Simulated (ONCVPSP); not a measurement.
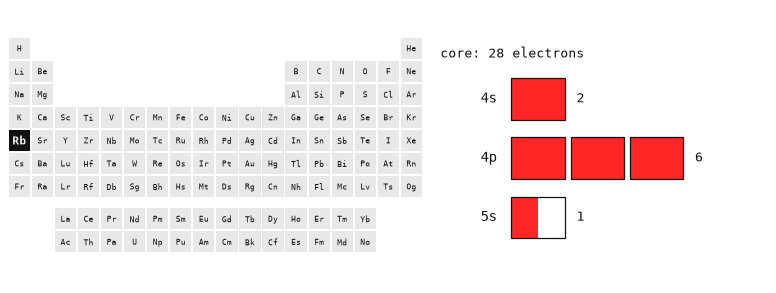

**Figure 1.** Left, the place of rubidium in the periodic table; right, the valence shells of the reference configuration: a box for each of the 2l + 1 orbitals, shaded by the share of the shell that is filled, with the electron count at the right. The shells are those of the unaltered input.

## Pseudopotential generation, with input and output: Rb

Rubidium (Rb, Z = 37), core [Ar] 3d10, reference valence 4s2 4p6 5s1, valence charge 9. (This line and the method describe the unaltered input from which the odd one was made.) Computed at this level: ONCV potential, PBE, scalar-relativistic, made with ONCVPSP 4.0.1.

## Input
```
# ATOM AND REFERENCE CONFIGURATION
# atsym  z   nc   nv     iexc    psfile
  Rb 37.00    6    3        4      upf
#
#   n    l    f
    1    0    2.00
    2    0    2.00
    2    1    6.00
    3    0    2.00
    3    1    6.00
    3    2   10.00
    4    0    2.00
    4    1    6.00
    5    0    1.00
#
# PSEUDOPOTENTIAL AND OPTIMIZATION
# lmax
    2
#
#   l,   rc,      ep,       ncon, nbas, qcut
    0    2.55    0.00    4    7    5.40
    1    2.35    0.00    4    7    7.30
    2    2.65    0.42    4    8    3.60
#
# LOCAL POTENTIAL
# lloc, lpopt,  rc(5),   dvloc0
    4    3    0.10    0.00
#
# VANDERBILT-KLEINMAN-BYLANDER PROJECTORs
# l, nproj, debl
    0    2    0.90
    1    3    1.00
    2    2    2.90
#
# MODEL CORE CHARGE
# icmod, fcfact, rcfact
    2    0.40    0.60
#
# LOG DERIVATIVE ANALYSIS
# epsh1, epsh2, depsh
   -3.00    5.00    0.02
#
# OUTPUT GRID
# rlmax, drl
    6.00    0.01
#
# TEST CONFIGURATIONS
# ncnf
    4
# nvcnf
#   n    l    f
    3
    4    0    2.00
    4    1    6.00
    5    0    0.00
#
    3
    4    0    2.00
    4    1    6.00
    5    0    0.50
#
    4
    4    0    2.00
    4    1    6.00
    5    0    0.00
    5    1    1.00
#
    3
    4    0    1.00
    4    1    6.00
    5    0    1.00
#
```

Hardware: 1 CPU thread, shared host.

Launched with:
```bash
oncvpsp.x < Rb.dat > Rb.out
```

## The program's output (extracts)
```
ONCVPSP  (Optimized Norm-Conservinng Vanderbilt PSeudopotential)
scalar-relativistic version 4.0.1

#   n    l    f        energy (Ha)
    1    0    2.00    -5.5248264E+02
    2    0    2.00    -7.3801351E+01
    2    1    6.00    -6.5422763E+01
    3    0    2.00    -1.0951336E+01
    3    1    6.00    -8.2640281E+00
    3    2   10.00    -3.8205859E+00
    4    0    2.00    -1.1720689E+00
    4    1    6.00    -5.8667428E-01
    5    0    1.00    -8.2006474E-02

Reference configufation results
  iterations    26
  all-electron total energy (Ha)   -2.98119643D+03

Begin loop to  construct optimized pseudo wave functions
and semi-local pseudopoentials for all angular momenta

Calculating optimized projector #   1

 for l=   0

    Fraction of norm inside rc  0.964452
    Optimizing pswf for qcut=   5.40 a_B^-1,  ecut=  14.55 Ha
    Residual kinetic energy error=  8.06D-08 Ha

    Energy error per electron        Cutoff
         Ha          eV             Ha
         0.01000     0.27211        2.79
         0.00100     0.02721        7.58
         0.00010     0.00272        9.87
         0.00001     0.00027       11.49

Calculating optimized projector #   2

 for l=   0

    Fraction of norm inside rc  0.047882
    Optimizing pswf for qcut=   5.40 a_B^-1,  ecut=  14.55 Ha
    Residual kinetic energy error=  7.95D-08 Ha

    Energy error per electron        Cutoff
         Ha          eV             Ha
         0.01000     0.27211        1.63
         0.00100     0.02721        5.71
         0.00010     0.00272        9.08
         0.00001     0.00027       11.24

   Wellstate for l =  1  n =  5
     eigenvalue =   0.4133
     asymptotic potential =   0.9133
     half-point radius =  4.0538

   Wellstate for l =  1  n =  6
     eigenvalue =   1.4133
     asymptotic potential =   1.9133
     half-point radius =  4.3947

Calculating optimized projector #   1

 for l=   1

    Fraction of norm inside rc  0.841932
    Optimizing pswf for qcut=   7.30 a_B^-1,  ecut=  26.67 Ha
    Residual kinetic energy error=  1.18D-08 Ha

    Energy error per electron        Cutoff
         Ha          eV             Ha
         0.01000     0.27211        4.78
         0.00100     0.02721        8.40
         0.00010     0.00272       15.33
         0.00001     0.00027       18.96

Calculating optimized projector #   2

 for l=   1

    Fraction of norm inside rc  0.162305
    Optimizing pswf for qcut=   7.30 a_B^-1,  ecut=  26.67 Ha
    Residual kinetic energy error=  9.02D-09 Ha

    Energy error per electron        Cutoff
         Ha          eV             Ha
         0.01000     0.27211        4.64
         0.00100     0.02721        9.18
         0.00010     0.00272       15.60
         0.00001     0.00027       19.37

Calculating optimized projector #   3

 for l=   1

    Fraction of norm inside rc  0.168224
    Optimizing pswf for qcut=   7.30 a_B^-1,  ecut=  26.67 Ha
    Residual kinetic energy error=  4.01D-08 Ha

    Energy error per electron        Cutoff
         Ha          eV             Ha
         0.01000     0.27211        5.22
         0.00100     0.02721       12.60
         0.00010     0.00272       17.34
         0.00001     0.00027       20.94

   Wellstate for l =  2  n =  5
     eigenvalue =   0.4200
     asymptotic potential =   0.9200
     half-point radius =  6.5380

   Wellstate for l =  2  n =  7
     eigenvalue =   3.3200
     asymptotic potential =   3.8200
     half-point radius =  4.4623

Calculating optimized projector #   1

 for l=   2

    Fraction of norm inside rc  0.281318
    Optimizing pswf for qcut=   3.60 a_B^-1,  ecut=   6.49 Ha
    Residual kinetic energy error=  1.46D-03 Ha

    Energy error per electron        Cutoff
         Ha          eV             Ha
         0.01000     0.27211        4.88
         0.00100     0.02721        7.28
         0.00010     0.00272       28.64
         0.00001     0.00027       34.39

Calculating optimized projector #   2

 for l=   2

    Fraction of norm inside rc  0.211528
    Optimizing pswf for qcut=   3.60 a_B^-1,  ecut=   6.49 Ha
    Residual kinetic energy error=  1.04D-01 Ha

    Energy error per electron        Cutoff
         Ha          eV             Ha
         0.01000     0.27211        9.64
         0.00100     0.02721       37.10
         0.00010     0.00272       43.97
         0.00001     0.00027       53.33

Construct Vanderbilt / Kleinmman-Bylander projectors

B matrix Hermiticity error, ll=   0
   1   2    4.2530E-05

  Orthonormal projector coefficients  4.5776E+01  1.4876E+00

B matrix Hermiticity error, ll=   1
   1   2    7.4323E-05
   1   3   -1.3259E-04
   2   3    4.9377E-05

  Orthonormal projector coefficients  2.0521E+01  1.5106E+00  2.1724E-01

B matrix Hermiticity error, ll=   2
   1   2   -6.9636E-05

  Orthonormal projector coefficients  6.1180E+00 -2.3212E+00

Model core correction analysis
  based on d2Exc/dn_idn_j

d2excae - all-electron derivatives

   -3.124851D-02   -2.650549D-02   -1.579378D-03
   -2.650562D-02   -2.561991D-02   -2.719769D-03
   -1.578225D-03   -2.716011D-03   -3.305254D-02

d2excps - pseudofunction derivatives with no core correction

   -3.965460D-02   -2.865018D-02   -2.156405D-03
   -2.865072D-02   -2.733173D-02   -2.880756D-03
   -2.155847D-03   -2.877020D-03   -3.308781D-02

rms 2nd derivative error    3.046193E-03

amplitude prefactor, scale prefactor
   13.5906    1.1322

d2excps - pseudofunction derivatives with core correction

   -2.769964D-02   -2.493568D-02   -1.439323D-03
   -2.493556D-02   -2.604824D-02   -2.635554D-03
   -1.438158D-03   -2.631799D-03   -3.304621D-02

rms 2nd derivative error    1.404784E-03

Pseudoatom total energy  -24.497728

Diagnostic tests using Vanderbilt-Kleinman-Bylander pseudopotentials
  1 or more projectors used as specified by nproj input data

   l    rcore       rmatch      e in        delta e   norm test  slope test

   0   2.5542719   2.6318251  -1.1720689   0.0000005   1.0000833   1.0000770
   0   2.5542719   2.6318251  -0.0820065   0.0000004   1.0000112   1.0000090

   1   2.3631613   2.4349120  -0.5866743  -0.0000004   1.0000607   1.0000658
   1   2.3631613   2.4349120   0.4133257   0.0000040   1.0001397   1.0001397
   1   2.3631613   2.4349120   1.4133257   0.0000188   1.0001486   1.0001486

   2   2.6635018   2.7443714   0.4200000   0.0000002   0.9999143   0.9999143
   2   2.6635018   2.7443714   3.3200000   0.0000088   1.0000586   1.0000586

 Testing for bound ghosts
   n   l    E NL Schr. Eq   E Basis Diag.   E Cutoff

       0                     -171.286792     29.20  WARNING - GHOST(-)
       0                      -15.195492     29.20  WARNING - GHOST(-)
   1   0       -1.172068       -1.172004     29.20
   2   0       -0.082006       -0.050404     29.20

       1                      -47.584303     54.31  WARNING - GHOST(-)
   2   1       -0.586675       -0.586636     54.31

 Testing for highly-localized positive-energy ghosts
       l    <radius>/rc     E Basis Diag.   E Cutoff

       1        0.958979        9.244931     54.31  WARNING - GHOST(+)

       2        0.164646        0.471509     49.13  WARNING - GHOST(+)

Test configuration 0

   n   l     f        eae           eps        diff
   1   0  2.0000 -552.48263653
   2   0  2.0000  -73.80135132
   2   1  6.0000  -65.42276314
   3   0  2.0000  -10.95133622
   3   1  6.0000   -8.26402806
   3   2 10.0000   -3.82058588
   4   0  2.0000   -1.17206890   -1.17206842    4.85D-07
   4   1  6.0000   -0.58667428   -0.58667471   -4.21D-07
   5   0  1.0000   -0.08200647   -0.08200611    3.59D-07

    Total energies and differences
      AE_ref= -2.98119643D+03  AE_tst= -2.98119643D+03  dif=  0.00D+00
      PS_ref= -2.44977281D+01  PS_tst= -2.44977281D+01  dif= -1.07D-14
      PSP excitation error=  1.07D-14

Test configuration 1

   n   l     f        eae           eps        diff
   1   0  2.0000 -552.69541296
   2   0  2.0000  -74.01395381
   2   1  6.0000  -65.63535569
   3   0  2.0000  -11.16379316
   3   1  6.0000   -8.47646182
   3   2 10.0000   -4.03298005
   4   0  2.0000   -1.38291274   -1.38328193   -3.69D-04
   4   1  6.0000   -0.79564317   -0.79568561   -4.24D-05

    Total energies and differences
      AE_ref= -2.98119643D+03  AE_tst= -2.98104379D+03  dif=  1.53D-01
      PS_ref= -2.44977281D+01  PS_tst= -2.43450756D+01  dif=  1.53D-01
      PSP excitation error= -1.32D-05

Test configuration 2

   n   l     f        eae           eps        diff
   1   0  2.0000 -552.58119750
   2   0  2.0000  -73.89984079
   2   1  6.0000  -65.52125044
   3   0  2.0000  -11.04976564
   3   1  6.0000   -8.36244902
   3   2 10.0000   -3.91899164
   4   0  2.0000   -1.26989415   -1.27002674   -1.33D-04
   4   1  6.0000   -0.68387366   -0.68388587   -1.22D-05
   5   0  0.5000   -0.15144507   -0.15144985   -4.78D-06

    Total energies and differences
      AE_ref= -2.98119643D+03  AE_tst= -2.98113843D+03  dif=  5.80D-02
      PS_ref= -2.44977281D+01  PS_tst= -2.44397227D+01  dif=  5.80D-02
      PSP excitation error= -3.32D-06

Test configuration 3

   n   l     f        eae           eps        diff
   1   0  2.0000 -552.53605803
   2   0  2.0000  -73.85480499
   2   1  6.0000  -65.47618022
   3   0  2.0000  -11.00483281
   3   1  6.0000   -8.31750768
   3   2 10.0000   -3.87404476
   4   0  2.0000   -1.22503475   -1.22533817   -3.03D-04
   4   1  6.0000   -0.63853642   -0.63857495   -3.85D-05
   5   1  1.0000   -0.04943380   -0.04943438   -5.78D-07

    Total energies and differences
      AE_ref= -2.98119643D+03  AE_tst= -2.98114058D+03  dif=  5.59D-02
      PS_ref= -2.44977281D+01  PS_tst= -2.44418646D+01  dif=  5.59D-02
      PSP excitation error= -5.86D-06

Test configuration 4

   n   l     f        eae           eps        diff
   1   0  2.0000 -553.01170981
   2   0  2.0000  -74.32382886
   2   1  6.0000  -65.94554377
   3   0  2.0000  -11.46861782
   3   1  6.0000   -8.78083949
   3   2 10.0000   -4.33608565
   4   0  1.0000   -1.61245916   -1.62646136   -1.40D-02
   4   1  6.0000   -1.00026652   -1.00348470   -3.22D-03
   5   0  1.0000   -0.29902345   -0.29977681   -7.53D-04

    Total energies and differences
      AE_ref= -2.98119643D+03  AE_tst= -2.97980969D+03  dif=  1.39D+00
      PS_ref= -2.44977281D+01  PS_tst= -2.31043503D+01  dif=  1.39D+00
      PSP excitation error= -6.64D-03
```

## What the run reported

| quantity | value |
| --- | --- |
| outcome | generated, with a ghost state |
| ghost flags of the generator | 3 GHOST(-), 2 GHOST(+) |
| largest excitation error printed | 180 meV |
| wall time | 4.1 s |

## What is odd here

The input is odd on purpose: rc(5) set to 0.10 bohr. The program ran to the end. The all-electron atom is untouched: its total energy equals that from the unaltered input (−2981.1964 Ha). The pseudo-atom's total energy moves by −5.1×10⁻⁵ Ha, so the potential, or the configuration in which it is tested, is another one. The potential has a bound ghost state, so it can't be used as it stands.
